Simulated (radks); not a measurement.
# Polarisabilities and dispersion coefficients of Sc, Sc⁺, Sc²⁺ and others

Aim: static dipole polarisabilities and C6 coefficients, each species in its NIST ground configuration. After each ground state the linear response is solved; its values go to the run's result record, not to the log. Response by self-consistent Sternheimer equations with the Hartree and adiabatic LDA kernel.

Program: radks (a radial shooting solver on a logarithmic mesh, Libxc functionals) version 1. Level of theory: non-relativistic Kohn-Sham, LB94 model potential, spin-unpolarised, spherical densities, point nucleus. These are calculated values, not measurements, unless marked.

## 1. The atom as given

- species: Sc ([Ar] 3d1 4s2), Sc⁺ ([Ar] 3d1 4s1), Sc²⁺ ([Ar] 3d1), Sc³⁺ ([Ar]), Sc⁴⁺ ([Ne] 3s2 3p5), Sc⁵⁺ ([Ne] 3s2 3p4), Sc⁶⁺ ([Ne] 3s2 3p3)

LB94 adds a gradient term to the LDA potential that gives it a −1/r tail. It is a model potential with no energy functional, so Etot and Exc are not given.

## 2. Sc, [Ar] 3d1 4s2

Input:

```text
Z 21
configuration [Ar] 3d1 4s2
relativity non-relativistic
functional lda,pw
model_potential LB94
spin unpolarised
nucleus point
response adiabatic LDA kernel
```

## 3. Sc⁺, [Ar] 3d1 4s1

Input: that of step 2 with these lines changed.

```diff
@@ -1,3 +1,3 @@
 Z 21
-configuration [Ar] 3d1 4s2
+configuration [Ar] 3d1 4s1
 relativity non-relativistic
```

## 4. Sc²⁺, [Ar] 3d1

Input: that of step 3 with these lines changed.

```diff
@@ -1,3 +1,3 @@
 Z 21
-configuration [Ar] 3d1 4s1
+configuration [Ar] 3d1
 relativity non-relativistic
```

## 5. Sc³⁺, [Ar]

Input: that of step 4 with these lines changed.

```diff
@@ -1,3 +1,3 @@
 Z 21
-configuration [Ar] 3d1
+configuration [Ar]
 relativity non-relativistic
```

## 6. Sc⁴⁺, [Ne] 3s2 3p5

Input: that of step 5 with these lines changed.

```diff
@@ -1,3 +1,3 @@
 Z 21
-configuration [Ar]
+configuration [Ne] 3s2 3p5
 relativity non-relativistic
```

## 7. Sc⁵⁺, [Ne] 3s2 3p4

Input: that of step 6 with these lines changed.

```diff
@@ -1,3 +1,3 @@
 Z 21
-configuration [Ne] 3s2 3p5
+configuration [Ne] 3s2 3p4
 relativity non-relativistic
```

## 8. Sc⁶⁺, [Ne] 3s2 3p3

Input: that of step 7 with these lines changed.

```diff
@@ -1,3 +1,3 @@
 Z 21
-configuration [Ne] 3s2 3p4
+configuration [Ne] 3s2 3p3
 relativity non-relativistic
```

**Question.** What will these runs give? Wanted: for each run, species; −ε(HOMO); α; α uncoupled; C6; C8; recommended α.

The runs gave:

```csv
species,−ε(HOMO) (eV),α (bohr³),α uncoupled (bohr³),C6 (hartree bohr⁶),C8 (hartree bohr⁸),recommended α (bohr³)
Sc,7.074,97.92,180.8,1095,-,97
Sc⁺,13.674,42.10,59.19,245.7,-,-
Sc²⁺,25.665,4.232,5.821,13.14,-,-
Sc³⁺,72.681,2.212,3.518,5.923,59.41,-
Sc⁴⁺,91.827,1.773,2.883,3.902,-,-
Sc⁵⁺,112.08,1.465,2.428,2.630,-,-
Sc⁶⁺,133.38,1.241,2.088,1.805,-,-
```

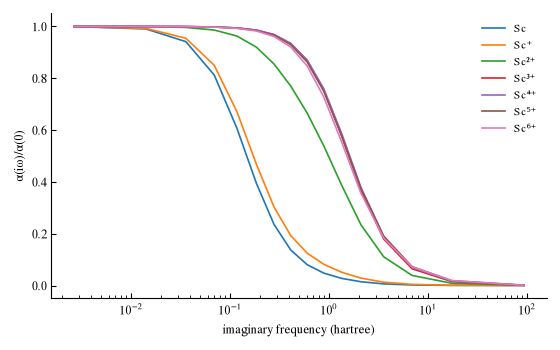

Polarisability at imaginary frequency, each scaled by its static value.

What this shows: Uncoupled leaves out the potential induced by the response; C6 and C8 are for like pairs. Sc is the most polarisable and Sc⁶⁺ the least, a factor 78.9 apart. For the pair Sc–Sc⁶⁺ the Casimir-Polder integral gives C6 = 27.58, the rule 2·Ca·Cb/(Ca·αb/αa + Cb·αa/αb) on the like-pair values 25.29. Against the recommended values (Schwerdtfeger and Nagle, 2023 table) the misses are Sc +1 %. C8 is given only where no p, d or f shell is open. For heavy and open-shell atoms this level can miss by tens of per cent.
